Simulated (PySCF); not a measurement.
# Cl₃In, SMILES `Cl[In](Cl)Cl`: electronic structure

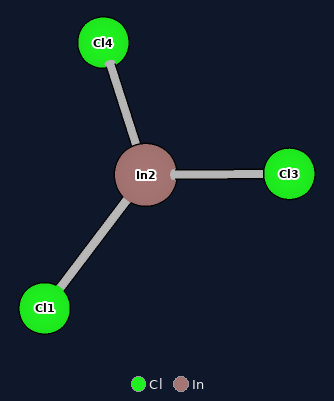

The molecule, with its atoms numbered as below. No frequency check shows the geometry to be a minimum.

Cartesian coordinates (Å):

```
Cl1      1.7144   -1.5280    0.0000
In2     -0.0003    0.0000    0.0000
Cl3      0.4666    2.2484    0.0000
Cl4     -2.1800   -0.7204    0.0000
```

### 1. Bonding charge

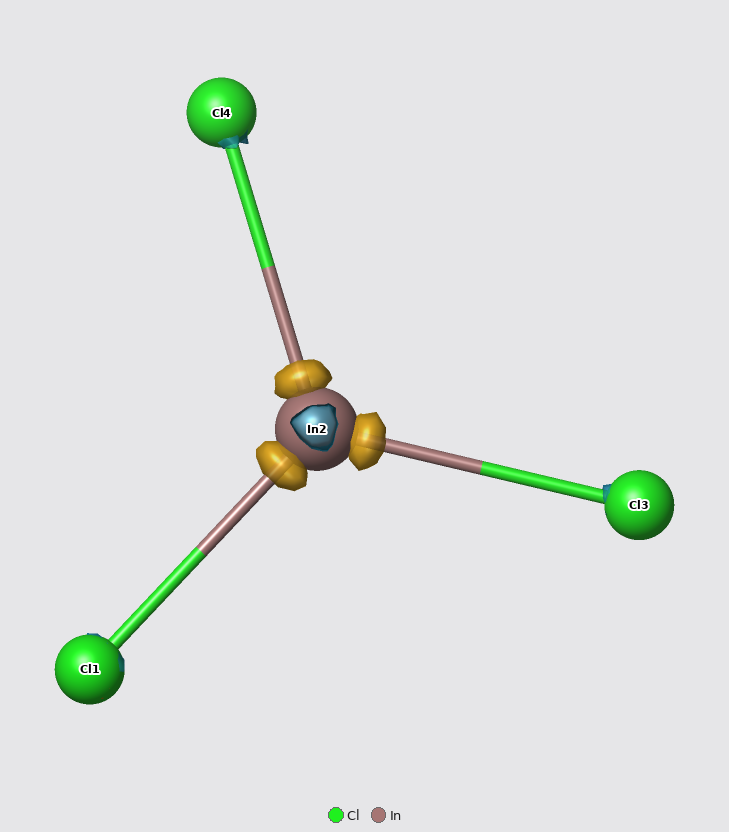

Deformation density (molecule less spherical, spin-averaged free atoms at the same positions), surfaces at ±0.15 e/Å³; yellow: gain, teal: loss.

Computed with PySCF, B3LYP/def2-SVP, geometry: GFN2-xTB. Core potentials replace the inner electrons of In; spin–orbit coupling isn't included.

Q: How much density has each bond gained at its critical point, relative to the free atoms?

A: In2–Cl4, In2–Cl3 and Cl1–In2: 0.00 e/Å³ at the bond critical point (bond length 2.30 Å, Mayer order 1.1). In all, 0.9 electrons gather in the regions of gain relative to the promolecule. A small or negative value marks a very polar bond, one between electron-rich atoms, whose free-atom densities already overlap strongly, a long bond to a heavier atom, or a closed-shell contact such as a hydrogen bond.

Q: Where do the Hirshfeld charges lie?

A: The highest Hirshfeld charge is on In2 (+0.56 e), the lowest on Cl1, Cl3 and Cl4 (−0.19 e).

### 2. Bond critical points

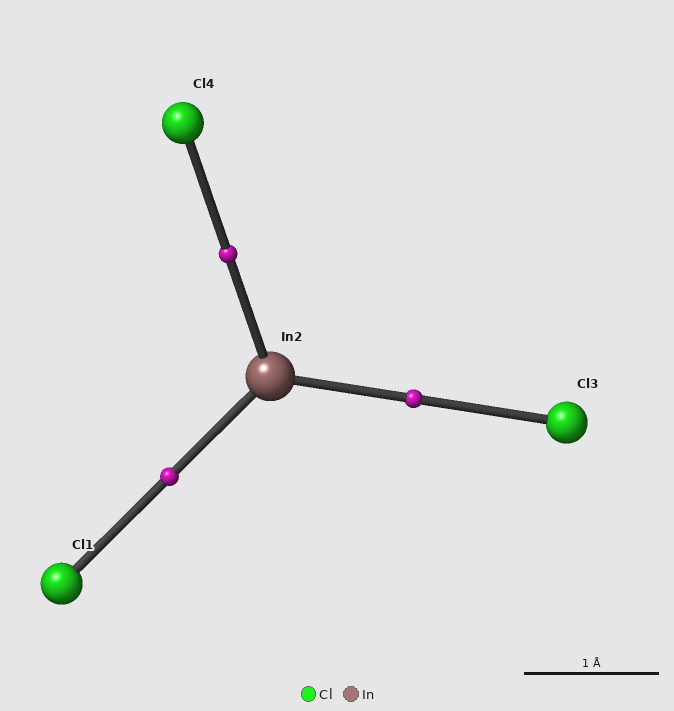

Molecular graph of the electron density (QTAIM): bond paths, bond critical points (magenta), ring points (cyan, if any); weak paths are dashed.

Q: How many critical points of each kind are there, and does the count close?

A: 4 nuclei, 3 bond, 0 ring and 0 cage critical points: 4 − 3 + 0 − 0 = 1, as the Poincaré–Hopf relation requires.

Q: What does the calculation give at each kind of bond critical point?

A:
| bond | length (Å) | ρ (a.u.) | ∇²ρ (a.u.) | ε | H (a.u.) |
| --- | --- | --- | --- | --- | --- |
| In2–Cl4 (3 alike) | 2.296 | 0.082 | +0.27 | 0.01 | −0.014 |

Q: What kind of interaction is In2–Cl4?

A: Polar or intermediate (positive Laplacian, negative energy density H): ρ = 0.082, ∇²ρ = +0.27, H = −0.014 a.u.

### 3. Local ionisation energy

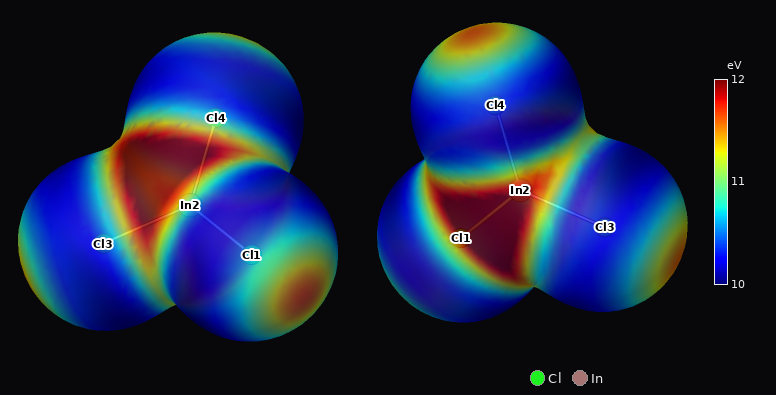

Average local ionisation energy on the surface of electron density 0.001 a.u. (back view left, front view right).

Q: Locate the minima of the map.

A: The lowest value is 10.0 eV, 2.1 Å from Cl1, and at like points elsewhere. For comparison, the highest occupied orbital lies at −8.9 eV.

### 4. Excited states

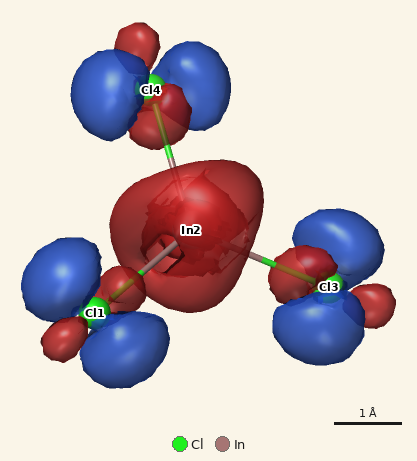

Unrelaxed difference density of S₁ less the ground state (TDA singlet states), ±0.03 e/Å³; red: gain, blue: loss.

Method: CAM-B3LYP/def2-TZVP; geometry: GFN2-xTB; program: PySCF. Core potentials replace the inner electrons of In; spin–orbit coupling isn't included. Without diffuse functions Rydberg states are missing, so the states' numbers hold for this basis only.

Q: How does the charge move on excitation?

A: 0.73 e is displaced in all, of which about 0.4 e passes between atoms: Cl1, Cl3 and Cl4 (0.15 e each) lose electrons and In2 (0.43 e) gains them. The state: 5.42 eV (229 nm), f = 0.000 (dark), n → σ*; the leading pair carries 98 %; hole on Cl1, Cl3 and Cl4 (32 % each), electron on In2 (48 %) and Cl1, Cl3 and Cl4 (17 % each); their centroids lie 0.0 Å apart.

### 5. In an electric field

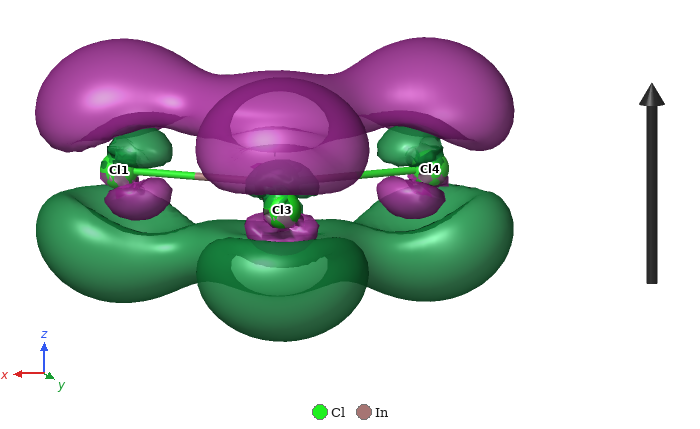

Change of the electron density in a uniform field of 0.26 V/Å along +z (arrow), surfaces at ±0.0015 e/Å³ (green: gain, purple: loss).

PySCF calculation, B3LYP/def2-SVPD, gas phase; geometry: GFN2-xTB. Core potentials replace the inner electrons of In; spin–orbit coupling isn't included.

Q: How large is the response?

A: The induced dipole is 0.70 D (along the field); α along this axis, from the fields in both directions, is 55 bohr³ (8.2 Å³).

Q: Which atoms gain and lose the most charge?

A: Hardly any: no atom's Hirshfeld charge changes by as much as 0.002 e. The density shifts from one side of each atom to the other; 0.070 electrons are displaced in all.

### 6. Removing or adding an electron

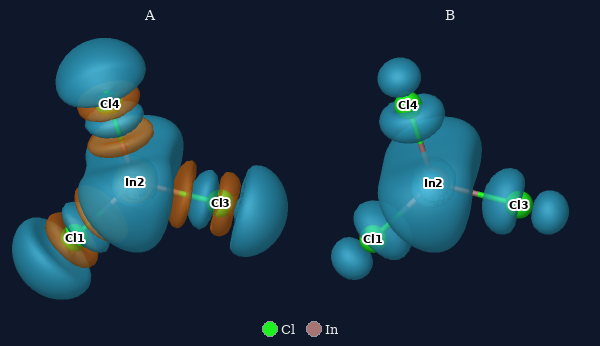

The Fukui function f⁺ from two separate SCF calculations and the density of the LUMO, at ±0.008 e/Å³ (light blue positive, orange negative).

Computed with PySCF, HF/def2-SVPD, geometry: GFN2-xTB. Core potentials replace the inner electrons of In; spin–orbit coupling isn't included.

Q: Which panel is which, and how good is the frozen-orbital picture?

A: A is f⁺ (it has negative regions), B the LUMO density. The LUMO lies on In2 (56 %) and Cl1, Cl3 and Cl4 (15 % each); f⁺ (Hirshfeld-condensed) is largest on In2 (0.46); the vertical electron affinity is 0.37 eV (the stability of the anion's solution wasn't checked). Relaxation shifts 10 % of the electron between atoms. The orbital energy is 0.04 eV.

The PySCF runs shown took 6.6 s, 5.6 min, 21 s and 46 s on 1 thread of Arm Neoverse V2, with other jobs on the host.
